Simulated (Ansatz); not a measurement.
# SiNH4 (SMILES [NH][SiH3]): UBLYP/def2-TZVP

Aim: the electronic atomisation energy of SiNH4 at UBLYP/def2-TZVP, from 4 runs. 

Program for the calculation: Ansatz 0.2.0.

43 further runs of the same task are left out: 43 set aside as unsound or not needed.

## Step 1: The molecule

The species is SiNH4 (6 atoms), meant as a doublet with charge 0. SMILES: `[NH][SiH3]`. The shape is that of a PBE0-D4/def2-TZVP optimisation.

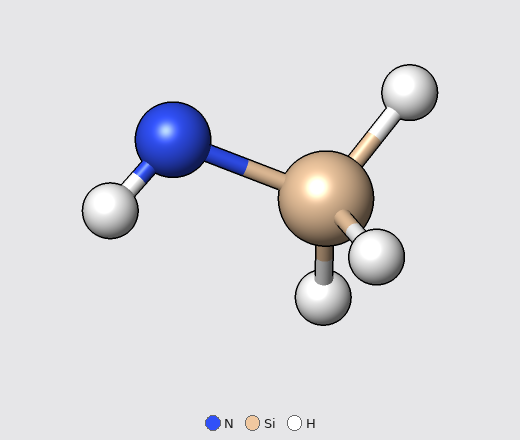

Viewed from a chosen angle; nitrogen blue, silicon light orange, hydrogen white.

## Step 2: The energy at UBLYP/def2-TZVP

File input.yaml:

```yaml
crystal:
  periodic: [false, false, false]
  atoms:
    - {symbol: "N", position_ang: [0.592100, -0.835200, 0.909500]}
    - {symbol: Si, position_ang: [-0.203700, 0.347600, -0.110000]}
    - {symbol: H, position_ang: [0.922800, -1.640700, 0.372700]}
    - {symbol: H, position_ang: [-1.310600, -0.282300, -0.885500]}
    - {symbol: H, position_ang: [0.789500, 0.911800, -1.068900]}
    - {symbol: H, position_ang: [-0.748100, 1.434800, 0.736200]}
basis:
  gaussian:
    orbitals: def2-TZVP
accuracy: high
output:
  orbitals: {seedname: orbitals}
hamiltonian:
  xc: {name: BLYP}
magnetization:
  spin_polarized: true
  initial_magnetization: 1
```

Started as:

```console
ansatz run input.yaml --threads 1 --pin off --max-ram 3480MiB --events-out events.jsonl --progress --plain --runs-dir runs
```

What it wrote:

```text
Warning: RAYON_NUM_THREADS=1 ignored (pool sized by the plan → 1); use --threads N
Functional definition: BLYP
  name "BLYP"
  parameter beta = 0.0042
  parameter a = 0.04918
  parameter b = 0.132
  parameter c = 0.2533
  parameter d = 0.349
  exchange = b88_x(beta = beta)
  correlation = lyp_c(a = a, b = b, c = c, d = d)
1669 factors; integrals over basis functions are off by at most 3.6e-9 eV
mean field evaluation 1: about -9423.4382 eV, gradient 4.3e1 eV
mean field evaluation 2: about -9372.9068 eV, gradient 9.3e1 eV
mean field evaluation 4: about -9430.8730 eV, gradient 7.6e0 eV
mean field evaluation 8: about -9431.2951 eV, gradient 1.9e-1 eV
mean field evaluation 16: about -9431.2954 eV, gradient 5.8e-5 eV
mean field evaluation 32: about -9431.2877 eV, gradient 1.3e0 eV
mean field -9431.29536811 eV, -346.5937120166 hartree, gradient 4.0e-8 eV, S^2 0.752957; 3 other end points of the search recorded, 0 dependent functions left out
reference -9431.29541990 eV, -346.5937139198 hartree; 13, 12 occupied and 79, 80 virtual orbitals, 1669 factors
Total energy: -9431.29541990 eV, -346.5937139198 hartree
```

It took 6 s on 1 thread of Arm Neoverse V2, shared host; peak memory 0.23 GiB.

## Step 3: The H atom, same level

File molecule.yaml:

```yaml
crystal:
  periodic: [false, false, false]
  atoms:
    - {symbol: H, position_ang: [0.000000, 0.000000, 0.000000]}
basis:
  gaussian:
    orbitals: def2-TZVP
hamiltonian:
  xc: {name: BLYP}
accuracy: high
magnetization:
  spin_polarized: true
  initial_magnetization: 1
```

Started as:

```console
ansatz run molecule.yaml --threads 1 --pin off --max-ram 3480MiB --events-out events.jsonl --progress --plain --runs-dir runs
```

What it wrote:

```text
Warning: RAYON_NUM_THREADS=1 ignored (pool sized by the plan → 1); use --threads N
Functional definition: BLYP
  name "BLYP"
  parameter beta = 0.0042
  parameter a = 0.04918
  parameter b = 0.132
  parameter c = 0.2533
  parameter d = 0.349
  exchange = b88_x(beta = beta)
  correlation = lyp_c(a = a, b = b, c = c, d = d)
21 factors; integrals over basis functions are off by at most 4.9e-8 eV
mean field evaluation 1: about -13.5347 eV, gradient 6.6e-1 eV
mean field evaluation 2: about -13.5397 eV, gradient 9.7e-2 eV
mean field evaluation 4: about -13.5391 eV, gradient 3.0e-3 eV
mean field evaluation 8: about -13.5391 eV, gradient 1.3e-6 eV
mean field -13.53905511 eV, -0.4975510982 hartree, gradient 6.8e-9 eV, S^2 0.750000; 0 other end points of the search recorded, 0 dependent functions left out
reference -13.53908547 eV, -0.4975522139 hartree; 1, 0 occupied and 5, 6 virtual orbitals, 21 factors
Total energy: -13.53908547 eV, -0.4975522139 hartree
```

Wall time 0.12 s (1 thread of Arm Neoverse V2, shared host).

## Step 4: The N atom

File input.yaml:

```yaml
crystal:
  periodic: [false, false, false]
  atoms:
    - {symbol: "N", position_ang: [0.000000, 0.000000, 0.000000]}
basis:
  gaussian:
    orbitals: def2-TZVP
magnetization:
  spin_polarized: true
  initial_magnetization: 3
hamiltonian:
  xc: {name: BLYP}
accuracy: high
```

Started as:

```console
ansatz run input.yaml --threads 1 --pin off --max-ram 3480MiB --events-out events.jsonl --progress --plain --runs-dir runs
```

What it wrote:

```text
Warning: RAYON_NUM_THREADS=1 ignored (pool sized by the plan → 1); use --threads N
Functional definition: BLYP
  name "BLYP"
  parameter beta = 0.0042
  parameter a = 0.04918
  parameter b = 0.132
  parameter c = 0.2533
  parameter d = 0.349
  exchange = b88_x(beta = beta)
  correlation = lyp_c(a = a, b = b, c = c, d = d)
312 factors; integrals over basis functions are off by at most 3.3e-9 eV
mean field evaluation 1: about -1485.0607 eV, gradient 9.7e0 eV
mean field evaluation 2: about -1485.0896 eV, gradient 9.1e0 eV
mean field evaluation 4: about -1485.4533 eV, gradient 1.6e-1 eV
mean field evaluation 8: about -1485.4532 eV, gradient 9.7e-4 eV
mean field -1485.45317506 eV, -54.5893973071 hartree, gradient 2.9e-8 eV, S^2 3.753027; 0 other end points of the search recorded, 0 dependent functions left out
reference -1485.45320141 eV, -54.5893982756 hartree; 5, 2 occupied and 26, 29 virtual orbitals, 312 factors
Total energy: -1485.45320141 eV, -54.5893982756 hartree
```

It took 0.38 s on 1 thread of Arm Neoverse V2, shared host.

## Step 5: The Si atom, same level

File run.yaml:

```yaml
crystal:
  periodic: [false, false, false]
  atoms:
    - {symbol: Si, position_ang: [0.000000, 0.000000, 0.000000]}
basis:
  gaussian: {orbitals: def2-TZVP}
magnetization: {spin_polarized: true, initial_magnetization: 2}
hamiltonian: {xc: {name: BLYP}}
accuracy: high
```

Run the same way, it converges to -289.37739 Eh (log not shown).

## Step 6: What came out

Level: UBLYP/def2-TZVP.

```
                                    quantity          value
                      molecule: total energy  -346.59371 Eh
molecule: HOMO energy (highest over α and β)       -6.44 eV
 molecule: LUMO energy (lowest over α and β)       -4.89 eV
                              molecule: ⟨S²⟩          0.753
                        H atom: total energy    -0.49755 Eh
                                H atom: ⟨S²⟩          0.750
                        N atom: total energy   -54.58940 Eh
                                N atom: ⟨S²⟩          3.753
                       Si atom: total energy  -289.37739 Eh
                               Si atom: ⟨S²⟩          2.003
               electronic atomisation energy      17.326 eV
```

What this shows: Taking the molecule apart into free atoms costs 17.33 eV (1672 kJ/mol), before zero-point energy and without spin-orbit coupling.
